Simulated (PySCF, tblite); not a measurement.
**C₅H₁₁B₂ radical: geometry, infrared bands and EPR parameters**

Wanted: the infrared bands and EPR parameters of C₅H₁₁B₂ radical (`[BH]/C=C(/BC)CC`), by calculation.

Programs: tblite 0.8.0 and PySCF 2.14.0, with density-fitted response routines of our own. Each step states its level of theory. These are calculated values for one molecule in the gas phase, unless marked as measured. Atoms are numbered from 0 throughout.

### Step 1. The starting structure

18 atoms, charge 0, multiplicity 2; geometry from: force field or distance geometry start.

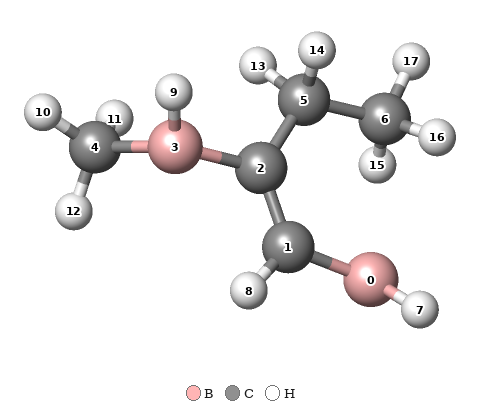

The starting geometry (boron pink, carbon grey, hydrogen white), atoms numbered.

### Step 2. Optimising the geometry with GFN2-xTB

The job: settings as JSON, then the geometry in Å.

```
{"job": {"kind": "relax", "xc": "GFN2-xTB", "basis": "xTB"}, "charge": 0, "multiplicity": 2}
B     -1.882700     1.625300    -0.726200
C     -0.403500     1.488800    -0.322900
C      0.129300     0.380000     0.194300
B      1.659800     0.431700     0.542800
C      2.629700    -0.204400    -0.558000
C     -0.586100    -0.883000     0.452600
C     -2.024100    -0.950200     0.124100
H     -2.481800     2.520000    -0.181000
H      0.268900     2.353700    -0.450700
H      1.997400     0.217700     1.668400
H      3.606400    -0.439900    -0.127600
H      2.136400    -1.117600    -0.947400
H      2.785400     0.492100    -1.386500
H      0.002600    -1.767600     0.038300
H     -0.484500    -1.038700     1.573600
H     -2.211800    -0.845300    -0.953800
H     -2.685100    -0.271600     0.699300
H     -2.465100    -1.984800     0.349400
```

Launch:

```bash
> OMP_NUM_THREADS=1 python probes_run.py task.json out
```

One launch serves the whole session: the jobs run in the order shown.

The log of the run:

```text
step      E/eV     max force
  0    -506.40334    2.823
  1    -506.79345    1.595
  2    -506.94044    0.964
  3    -507.03977    1.013
  4    -507.12869    0.859
  5    -507.16829    0.536
  6    -507.20022    0.442
  7    -507.23430    0.460
  8    -507.26485    0.451
  9    -507.29044    0.390
 10    -507.31140    0.290
 11    -507.32570    0.241
 12    -507.33536    0.253
 13    -507.34435    0.251
 14    -507.35469    0.288
 15    -507.36586    0.258
 16    -507.37631    0.233
 17    -507.38529    0.196
 18    -507.39343    0.189
 19    -507.40266    0.223
 20    -507.41457    0.302
 21    -507.42694    0.376
 22    -507.43803    0.585
 23    -507.45353    0.325
 24    -507.47171    0.344
 25    -507.48924    0.450
 26    -507.51899    0.450
 27    -507.54442    0.528
 28    -507.57186    0.618
 29    -507.59468    0.412
 30    -507.61858    0.459
 31    -507.64291    0.399
 32    -507.67852    0.417
 33    -507.69489    0.318
 34    -507.71585    0.383
 35    -507.73497    0.423
 36    -507.75384    0.381
 37    -507.77233    0.398
 38    -507.78890    0.272
 39    -507.80551    0.280
 40    -507.81936    0.276
 41    -507.83499    0.269
 42    -507.84917    0.265
 43    -507.86290    0.371
 44    -507.87341    0.266
 45    -507.88385    0.211
 46    -507.89292    0.181
 47    -507.89990    0.220
 48    -507.90951    0.233
 49    -507.91792    0.186
 50    -507.92592    0.238
 51    -507.93248    0.199
 52    -507.93860    0.196
 53    -507.94442    0.204
 54    -507.95013    0.264
 55    -507.95556    0.184
 56    -507.96064    0.135
 57    -507.96502    0.203
 58    -507.96860    0.215
 59    -507.97286    0.158
 60    -507.97578    0.108
 61    -507.97806    0.133
 62    -507.98055    0.140
 63    -507.98373    0.157
 64    -507.98666    0.121
 65    -507.98878    0.108
 66    -507.99062    0.102
 67    -507.99283    0.115
 68    -507.99529    0.136
 69    -507.99742    0.108
 70    -507.99883    0.085
 71    -508.00015    0.126
 72    -508.00157    0.115
 73    -508.00359    0.076
 74    -508.00490    0.079
 75    -508.00677    0.078
 76    -508.00864    0.103
 77    -508.01043    0.071
 78    -508.01144    0.064
 79    -508.01199    0.051
 80    -508.01256    0.052
 81    -508.01341    0.062
 82    -508.01408    0.053
 83    -508.01467    0.058
 84    -508.01523    0.063
 85    -508.01589    0.079
 86    -508.01658    0.072
 87    -508.01714    0.040
 88    -508.01753    0.037
 89    -508.01782    0.037
 90    -508.01805    0.030
 91    -508.01820    0.025
 92    -508.01828    0.017
 93    -508.01832    0.013
 94    -508.01837    0.017
 95    -508.01843    0.019
 96    -508.01849    0.019
 97    -508.01856    0.021
 98    -508.01864    0.020
 99    -508.01872    0.024
100    -508.01880    0.023
101    -508.01888    0.020
102    -508.01895    0.023
103    -508.01902    0.024
104    -508.01910    0.021
105    -508.01919    0.021
106    -508.01928    0.021
107    -508.01937    0.016
108    -508.01943    0.016
109    -508.01949    0.016
110    -508.01955    0.015
111    -508.01960    0.014
112    -508.01964    0.017
113    -508.01966    0.015
114    -508.01968    0.012
115    -508.01971    0.012
116    -508.01974    0.014
117    -508.01978    0.017
118    -508.01981    0.015
119    -508.01984    0.014
120    -508.01988    0.016
121    -508.01994    0.019
122    -508.02001    0.019
123    -508.02009    0.020
124    -508.02016    0.020
125    -508.02023    0.023
126    -508.02032    0.021
127    -508.02040    0.020
128    -508.02045    0.017
129    -508.02049    0.017
130    -508.02054    0.016
131    -508.02059    0.015
132    -508.02065    0.015
133    -508.02068    0.011
134    -508.02069    0.009
```

Wall time 0.5 s (1 thread of AMD EPYC 9R45, shared host).

Along the way: (not every step is listed)

| step | energy from step 0 (eV) | largest force (eV/Å) |
| --- | --- | --- |
| 0 | 0.0000 | 2.8227 |
| 1 | -0.3901 | 1.5946 |
| 2 | -0.5371 | 0.9641 |
| 3 | -0.6364 | 1.0133 |
| 4 | -0.7253 | 0.8590 |
| 5 | -0.7649 | 0.5356 |
| 6 | -0.7969 | 0.4424 |
| 7 | -0.8310 | 0.4599 |
| 8 | -0.8615 | 0.4509 |
| 20 | -1.0112 | 0.3020 |
| 32 | -1.2752 | 0.4172 |
| 44 | -1.4701 | 0.2661 |
| 56 | -1.5573 | 0.1346 |
| 68 | -1.5919 | 0.1358 |
| 80 | -1.6092 | 0.0520 |
| 92 | -1.6149 | 0.0172 |
| 104 | -1.6158 | 0.0209 |
| 116 | -1.6164 | 0.0141 |
| 128 | -1.6171 | 0.0169 |
| 129 | -1.6171 | 0.0170 |
| 130 | -1.6172 | 0.0157 |
| 131 | -1.6173 | 0.0146 |
| 132 | -1.6173 | 0.0154 |
| 133 | -1.6173 | 0.0112 |
| 134 | -1.6173 | 0.0088 |

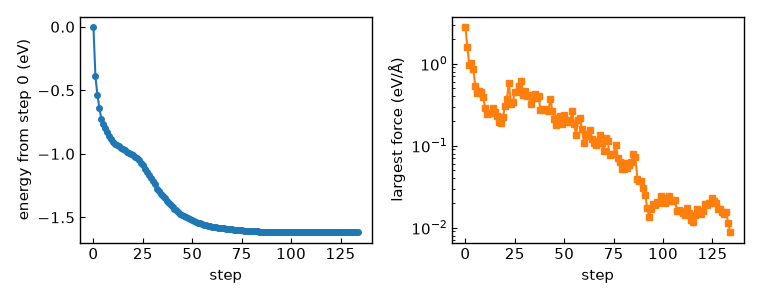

Energy and largest force along the relaxation.

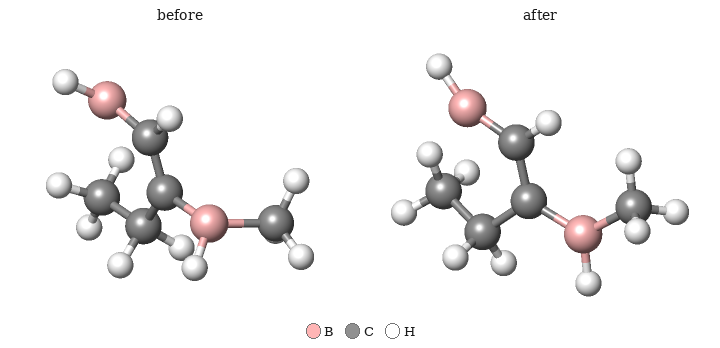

Before and after, at one scale.

Distances of close pairs at the start and the end, largest changes first:

| bond | before (Å) | after (Å) | change (Å) |
| --- | --- | --- | --- |
| B0–C1 | 1.539 | 1.428 | -0.111 |
| C1–C2 | 1.334 | 1.411 | +0.077 |
| C6–H17 | 1.147 | 1.089 | -0.058 |
| B0–H7 | 1.207 | 1.152 | -0.055 |
| C2–B3 | 1.571 | 1.518 | -0.052 |
| C5–H13 | 1.140 | 1.092 | -0.049 |
| C5–C6 | 1.477 | 1.518 | +0.041 |
| C2–C5 | 1.474 | 1.514 | +0.040 |

The final coordinates are the input of the step that follows.

### Step 3. Infrared spectrum with GFN2-xTB

The job: settings as JSON, then the geometry in Å.

```
{"job": {"kind": "ir", "xc": "GFN2-xTB", "basis": "xTB"}, "charge": 0, "multiplicity": 2}
B     -1.651140     1.526889    -0.542714
C     -0.289718     1.104803    -0.454724
C      0.205912    -0.083059     0.123443
B      1.666699    -0.496654     0.132827
C      2.833895     0.346687    -0.530627
C     -0.816316    -0.951648     0.825895
C     -2.238261    -0.757919     0.331435
H     -2.532509     2.198133    -0.859683
H      0.480180     1.746520    -0.871257
H      1.963965    -1.506302     0.665032
H      3.551587     0.656842     0.229686
H      3.397422    -0.263647    -1.236413
H      2.517755     1.243186    -1.060060
H     -0.528976    -1.999715     0.721396
H     -0.775006    -0.719514     1.897612
H     -2.376536    -1.199361    -0.652945
H     -2.442827     0.331147     0.250549
H     -2.974885    -1.170071     1.018891
```

The log of the run:

```text
mode    cm-1     km/mol
  1      13.4      0.76
  2      71.2      2.21
  3     117.0      4.63
  4     180.1     62.60
  5     190.6      1.72
  6     217.0     10.27
  7     256.0     44.42
  8     379.5      2.96
  9     415.3      5.35
 10     457.2      0.46
 11     481.2      7.16
 12     536.4      2.95
 13     634.6     19.52
 14     675.2     85.28
 15     758.5     35.34
 16     791.1     21.85
 17     815.1     16.35
 18     845.6     86.96
 19     877.5     12.00
 20     973.9     87.97
 21    1017.0      4.18
 22    1039.0      0.69
 23    1062.8     14.68
 24    1095.3     18.06
 25    1134.9     32.29
 26    1224.0     20.02
 27    1275.1     15.74
 28    1284.4    104.66
 29    1328.8    123.58
 30    1383.9      3.24
 31    1394.2     14.05
 32    1426.0      8.40
 33    1433.3      0.92
 34    1468.2      1.69
 35    1474.9      3.11
 36    1497.4      0.08
 37    1512.0      1.98
 38    2553.6    219.42
 39    2724.2    154.64
 40    2800.6    108.20
 41    2903.0     39.72
 42    2981.2     23.82
 43    2987.6     51.90
 44    3003.7     63.35
 45    3012.8      9.28
 46    3016.5     35.23
 47    3019.2     41.57
 48    3033.5     26.34
```

It took 0.34 s on 1 thread of AMD EPYC 9R45, shared host.

The strongest bands and the atoms that carry them (share of the mass-weighted mode):

| cm⁻¹ | km/mol | atoms |
| --- | --- | --- |
| 675 | 85.3 | H7 71 % |
| 846 | 87.0 | B3 23 %, H10 20 %, H11 18 %, C4 13 % |
| 974 | 88.0 | B3 28 %, C4 15 %, H12 13 % |
| 1284 | 104.7 | H14 27 %, C5 17 %, B3 15 %, C2 12 % |
| 1329 | 123.6 | C2 22 %, B3 15 %, H13 14 %, B0 14 % |
| 2554 | 219.4 | H9 92 % |
| 2724 | 154.6 | H16 88 % |
| 2801 | 108.2 | H7 84 % |

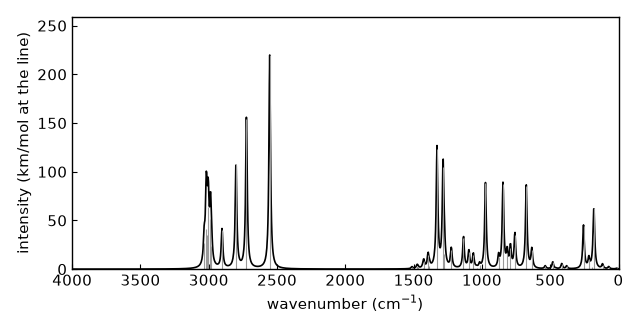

The infrared spectrum from these modes, unscaled. Lines are broadened to a width of 14 cm⁻¹ (Lorentzian).

### Step 4. g tensor and hyperfine couplings: B3LYP/pcH-1

The job, as its differences from that of step 3:

```diff
@@ -1,2 +1,2 @@
-{"job": {"kind": "ir", "xc": "GFN2-xTB", "basis": "xTB"}, "charge": 0, "multiplicity": 2}
+{"job": {"kind": "epr", "basis": "pcH-1"}, "charge": 0, "multiplicity": 2}
 B     -1.651140     1.526889    -0.542714
```

Level: UKS B3LYP, pcH-1 on B C H, non-relativistic, mean-field spin-orbit, GIAO.

The log of the run:

```text
UKS, coarse grid
  cycle   1  E = -246.68386016  |g| = 4.21e-01
  cycle   2  E = -246.51704628  |g| = 6.68e-01
  cycle   3  E = -246.78399655  |g| = 1.26e-01
  cycle   4  E = -246.79275204  |g| = 4.73e-02
  cycle   5  E = -246.79402767  |g| = 1.52e-02
  cycle   6  E = -246.79419744  |g| = 6.04e-03
  cycle   7  E = -246.79424408  |g| = 3.34e-03
  cycle   8  E = -246.79425893  |g| = 1.27e-03
  cycle   9  E = -246.79425995  |g| = 3.48e-04
UKS, final grid
  cycle   1  E = -246.79424366  |g| = 4.19e-04
  cycle   2  E = -246.79424355  |g| = 5.86e-04
  cycle   3  E = -246.79424377  |g| = 7.56e-05
  cycle   4  E = -246.79424378  |g| = 2.21e-05
E = -246.79424378 Eh   <S^2> = 0.7633 (exact 0.7500)
g shifts (ppm)      1          2          3
  rmc           -98        -98        -98
  gc             -3         18         21
  oz_so         -35         58        574
  total        -136        -23        496
hyperfine (MHz)  atom isotope    a_iso     a_fc   dipolar eigenvalues
    0   11B      35.02      35.02    -25.72    -24.49     50.21
    1   13C     -32.08     -32.08    -11.58      3.78      7.80
    2   13C      26.49      26.49    -36.33    -35.17     71.50
    3   11B      -2.47      -2.47    -12.07     -7.86     19.93
    4   13C      -5.81      -5.81     -0.93      0.29      0.64
    5   13C     -13.55     -13.55     -1.20      0.30      0.90
    6   13C       6.75       6.75     -0.94     -0.43      1.36
    7    1H     -35.03     -35.03    -12.91      1.62     11.29
    8    1H       1.10       1.10     -3.77     -0.69      4.46
    9    1H     -11.67     -11.67     -6.58     -1.43      8.01
   10    1H      23.12      23.12     -1.79     -1.35      3.14
   11    1H      19.29      19.29     -1.72     -1.44      3.17
   12    1H       0.01       0.01     -1.75     -1.42      3.17
   13    1H      20.46      20.46     -3.17     -1.95      5.12
   14    1H      65.57      65.57     -3.11     -1.50      4.60
   15    1H      11.54      11.54     -1.88     -0.90      2.78
   16    1H      -4.37      -4.37     -4.03     -2.76      6.79
   17    1H      -1.56      -1.56     -1.49     -0.96      2.45
```

It took 35 s on 1 thread of AMD EPYC 9R45, shared host; peak memory 0.97 GiB.

Principal g values 2.00218, 2.00230, 2.00282; g(iso) = 2.00243, against 2.00232 for a free electron.

Hyperfine couplings; where a row names several nuclei, a(iso) is their mean (it holds for fast rotation or exchange) and the dipolar term the largest among them:

| nuclei | isotope | a(iso) (MHz) | a(iso) (G, at g = 2.0023) | largest dipolar term (MHz) |
| --- | --- | --- | --- | --- |
| H13, H14 | 1H | 43.0 | 15.3 | 5.1 |
| H7 | 1H | -35.0 | -12.5 | -12.9 |
| B0 | 11B | 35.0 | 12.5 | 50.2 |
| C1 | 13C | -32.1 | -11.4 | -11.6 |
| C2 | 13C | 26.5 | 9.5 | 71.5 |
| H10, H11, H12 | 1H | 14.1 | 5.0 | 3.2 |
| C5 | 13C | -13.5 | -4.8 | -1.2 |
| H9 | 1H | -11.7 | -4.2 | 8.0 |
| C6 | 13C | 6.7 | 2.4 | 1.4 |
| C4 | 13C | -5.8 | -2.1 | -0.9 |
| B3 | 11B | -2.5 | -0.9 | 19.9 |
| H15, H16, H17 | 1H | 1.9 | 0.7 | 6.8 |
| H8 | 1H | 1.1 | 0.4 | 4.5 |

Mulliken spin populations:

B0 0.51; C1 -0.14; C2 0.47; B3 0.20; C4 -0.02; C5 -0.04; C6 0.00; H7 -0.03; H8 0.00; H9 -0.01; H10 0.01; H11 0.01; H12 0.00; H13 0.01; H14 0.03; H15 0.00; H16 -0.01; H17 0.00

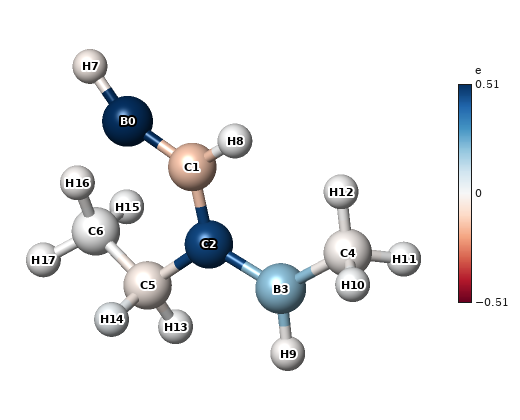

Mulliken spin populations, as colours on the atoms.

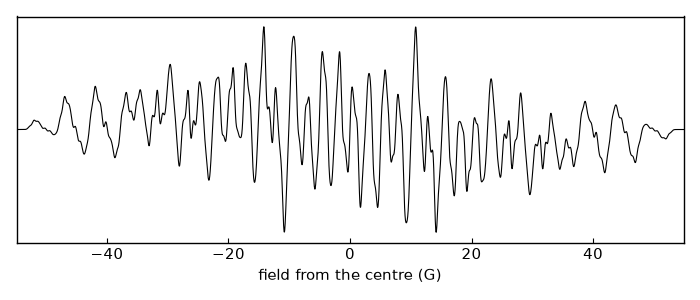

First-order isotropic spectrum (first derivative, main isotopes with spin only, couplings over 0.8 MHz, Gaussian width 0.3 G; couplings of the frozen geometry, rotation of groups not averaged beyond the rows shown).

The fields below are evaluated on a grid from the run's orbitals.

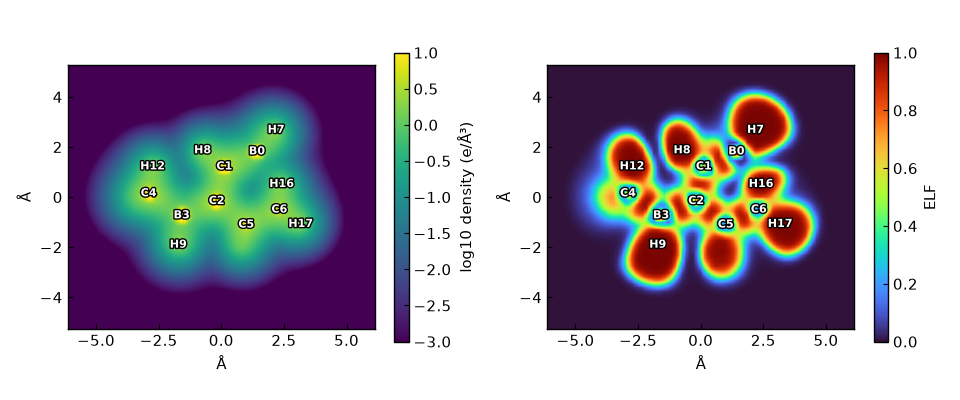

Density (left) and ELF (right) in a plane through or near 13 of the atoms.

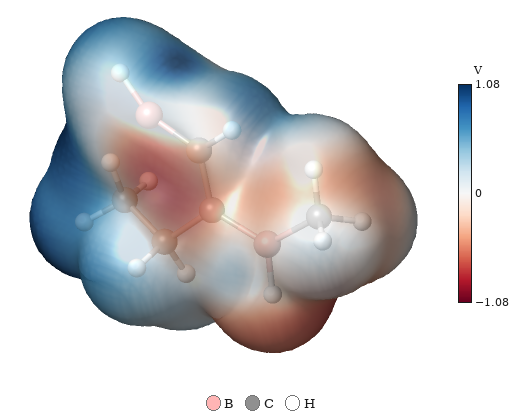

The potential that a unit positive charge feels on the 0.002 e/bohr³ surface, from -0.68 to 1.08 V.

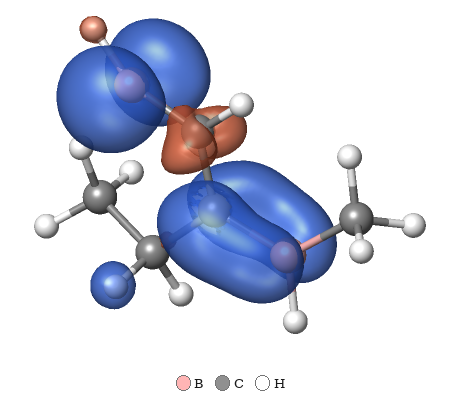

Spin density at ±0.02 e/Å³ (alpha excess blue, beta excess red).

### Step 5. Results

```
                                 quantity                     value
strongest single infrared mode (GFN2-xTB)     2554 cm⁻¹, 219 km/mol
             zero-point energy (GFN2-xTB)             91.2 kcal/mol
                           g(iso) (B3LYP)                   2.00243
                                     ⟨S²⟩        0.763 (exact 0.75)
       largest a(iso) (averaged by class)  1H on H13, H14, 43.0 MHz
    surface potential, least and greatest        -0.68 V and 1.08 V
```

What this shows: The optimisation took 134 steps and gained 1.617 eV; among the close pairs (by a distance rule), B0–C1 changed most, from 1.539 to 1.428 Å. No mode is imaginary among the 48: a minimum at this level. The strongest single mode, at 2554 cm⁻¹, moves mainly H9. Unscaled tight-binding wavenumbers are off by several per cent, some by more. Its intensities can rank the bands wrongly. The largest spin populations lie on B0 (0.51 e), C2 (0.47 e). The isotropic g lies 0.1 ppt above the free-electron value.
